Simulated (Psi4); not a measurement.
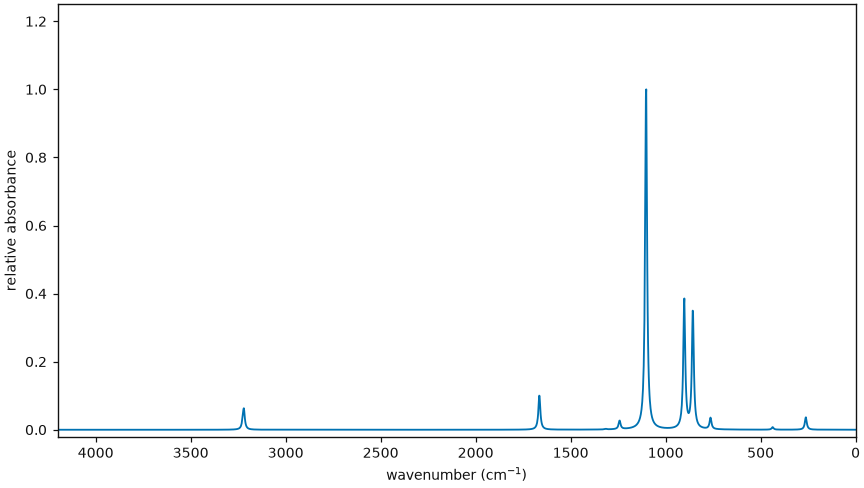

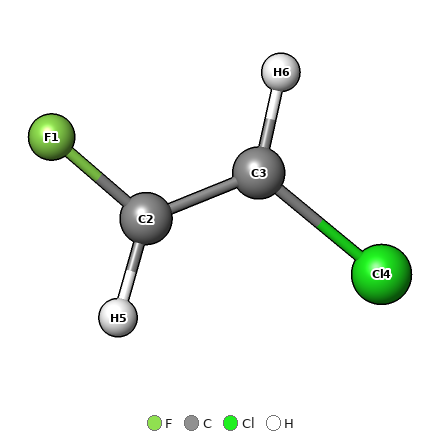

Infrared spectrum of C₂H₂ClF, SMILES F/C=C/Cl. Unscaled harmonic wavenumbers and double-harmonic intensities, TPSS/6-31+G(d) (dispersion D4) with Psi4, at a geometry relaxed at this level, isolated molecule. Modes within 2 cm⁻¹ of each other count as one line, with their intensities summed. Lorentzian lines of 12 cm⁻¹ full width. Close modes add up in the curve.

Q: Which lines are the most intense?

A: 1102.8 cm⁻¹ (193.1 km/mol), 902.0 cm⁻¹ (72.4 km/mol) and 856.7 cm⁻¹ (66.5 km/mol).

Q: Which is the highest mode?

A: 3225.5 cm⁻¹ (2.7 km/mol).

Known limits of this run: double-zeta basis.
